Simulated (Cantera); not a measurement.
Input: 1 mol PbO, 82 mol H2, held at 6.23 Torr.

Method: chemical equilibrium by Gibbs-energy minimisation in Cantera with the NASA 1993 tables (ideal gas, pure condensed phases). Candidate condensed phases: H2O, Pb, PbO, PbO2, Pb3O4; 12 gas species. Rates play no part.

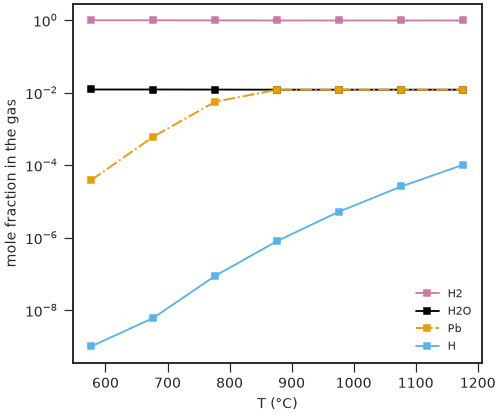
Figure: Equilibrium gas composition (values under 1e-9 drawn at 1e-9)

From 577 °C to 777 °C the condensed part is Pb(l). From 877 °C to 1177 °C nothing is condensed. The main Pb-bearing gas is Pb throughout.
